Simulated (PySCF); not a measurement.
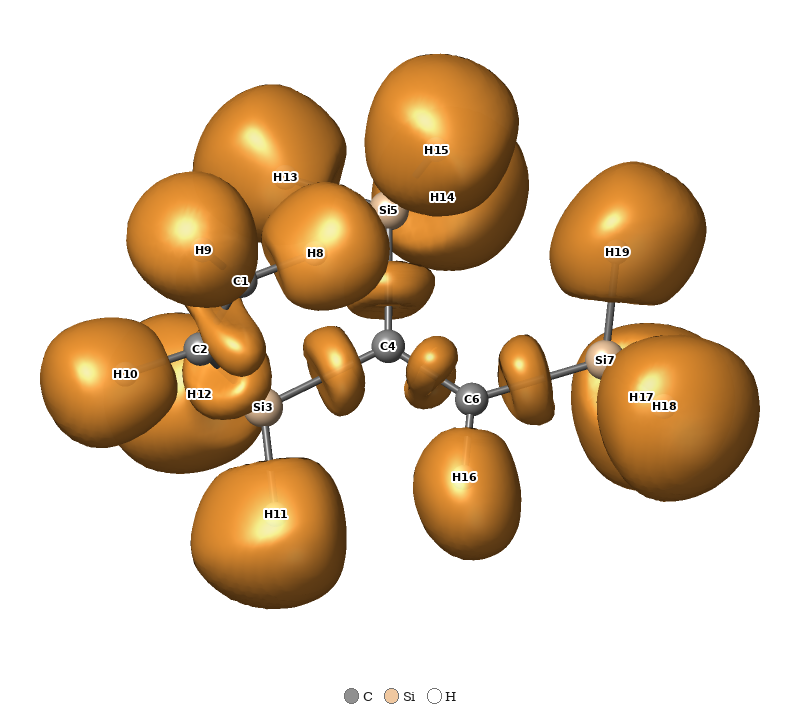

The picture shows: C$_{4}$H$_{12}$Si$_{3}$. Isosurface of the electron localisation function at 0.8 (orange), seen at a tilt. Core shells and regions of very low density are left out.

Geometry: GFN2-xTB.

All numbers below come from CAM-B3LYP/def2-SVPD, SCF density, gas phase (PySCF 2.14.0).

```xyz
19

C    -2.4336   -0.3469    1.5904
C    -2.7396    0.0023    0.3513
Si   -1.4923    0.3110   -1.0274
C     0.2693    0.1933   -0.3383
Si    0.8009    1.4987    0.9263
C     1.0794   -0.7903   -0.7502
Si    2.8573   -1.1581   -0.2561
H    -1.4087   -0.4746    1.9029
H    -3.1804   -0.5210    2.3516
H    -3.7865    0.1145    0.0932
H    -1.6971   -0.6946   -2.0822
H    -1.7192    1.6513   -1.5893
H    -0.2886    2.4675    1.0820
H     2.0065    2.1941    0.4658
H     1.0687    0.8765    2.2281
H     0.6850   -1.4905   -1.4862
H     3.7530   -0.6864   -1.3190
H     2.9983   -2.6140   -0.1319
H     3.2178   -0.5236    1.0118
```

What do the ELF domains correspond to?

Answer. The surface consists of two regions between bonded C–C atoms (shared pairs), four regions between bonded C–Si atoms (shared pairs) and twelve regions around hydrogen nuclei. Along the contacts the grid gives the following. C–C (1.32 Å): the ELF peaks at about 0.95 between the atoms (a short, multiple covalent bond). C–Si (1.88 Å): the ELF peaks at about 1 between the atoms: localised, covalent bonding.
